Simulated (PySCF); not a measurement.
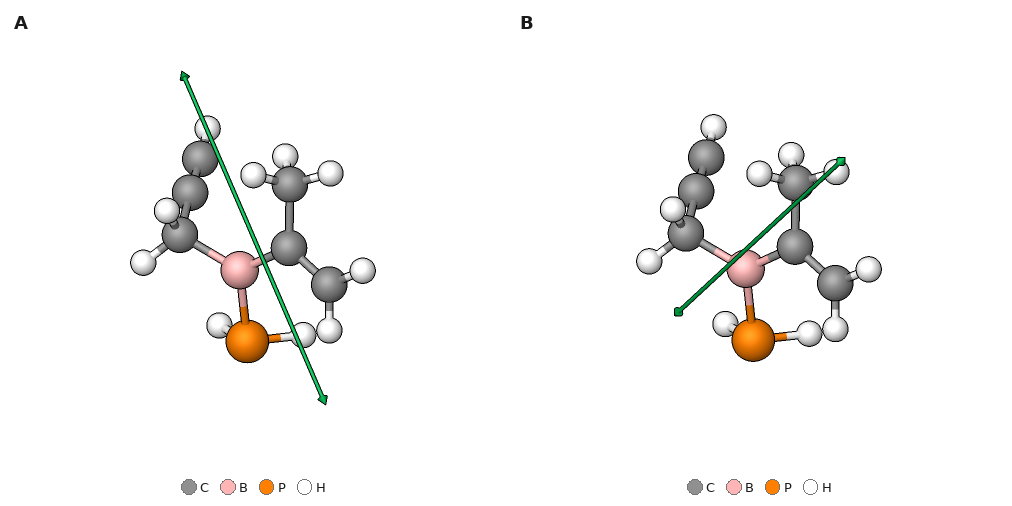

The double arrows show the directions of two transition dipoles from the ground state (lengths mean nothing). The geometry was computed by an optimisation with GFN2-xTB. No frequency run is at hand to confirm it as a minimum. Method: TDDFT PBE0/def2-SVPD, vertical, gas phase, core orbitals frozen in the response (PySCF 2.14.0).

**One belongs to singlet state 1 and one to singlet state 2. Which is which?**

A: state 2, 4.72 eV (263 nm), oscillator strength 0.067, mainly HOMO−1 → LUMO (weight 0.94).
B: state 1, 4.27 eV (291 nm), oscillator strength 0.085, mainly HOMO → LUMO (weight 0.93).

The geometry is semi-empirical. Around B, P such bond lengths and angles can be off by a tenth of an ångström or more and by several degrees, and values that hang on the shape move with them.
